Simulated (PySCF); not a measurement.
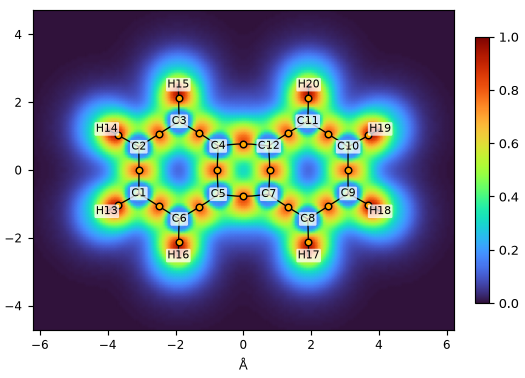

C₁₂H₈, SMILES `c1ccc2c(c1)c1ccccc12`. Localised orbital locator (LOL) in the molecular plane, with bond paths and bond critical points (dots).

Level of theory: B3LYP/cc-pVDZ (PySCF), at a geometry from GFN2-xTB. This is a single-reference result, which may miss multireference character in this system. No frequency check shows the geometry to be a minimum.

Geometry (Å), atoms numbered from 1:

```
C1      -3.0869   -0.6885    0.0000
C2      -3.0869    0.6885    0.0000
C3      -1.8951    1.4411    0.0000
C4      -0.7463    0.7116    0.0000
C5      -0.7463   -0.7116    0.0000
C6      -1.8951   -1.4411    0.0000
C7       0.7463   -0.7116    0.0000
C8       1.8951   -1.4411    0.0000
C9       3.0869   -0.6885    0.0000
C10      3.0869    0.6885    0.0000
C11      1.8951    1.4411    0.0000
C12      0.7463    0.7116    0.0000
H13     -4.0311   -1.2141    0.0000
H14     -4.0311    1.2141    0.0000
H15     -1.9220    2.5204    0.0000
H16     -1.9220   -2.5204    0.0000
H17      1.9220   -2.5204    0.0000
H18      4.0311   -1.2141    0.0000
H19      4.0311    1.2141    0.0000
H20      1.9220    2.5204    0.0000
```

Q: What values does LOL take at the bond critical points in this plane?

A: C3–H15, C6–H16, C8–H17 and C11–H20: about 0.90; C1–H13, C2–H14, C9–H18 and C10–H19: about 0.89; C5–C7 and C4–C12: about 0.81; C4–C5 and C7–C12: about 0.81; C2–C3, C1–C6, C8–C9 and C10–C11: about 0.80; C1–C2 and C9–C10: about 0.80; C3–C4, C5–C6, C7–C8 and C11–C12: about 0.79. Values above 0.5 mark slow, localised electrons, as in shared pairs; low values at a critical point mark a polar or closed-shell contact whose critical point lies between the shells.

Q: Where along C3–H15 does the critical point lie?

A: 0.69 Å from C3 and 0.39 Å from H15.

The PySCF run took 27 s on 1 thread of Intel(R) Xeon(R) 6975P-C (Granite Rapids), with other jobs on the host, peak memory 0.89 GiB.
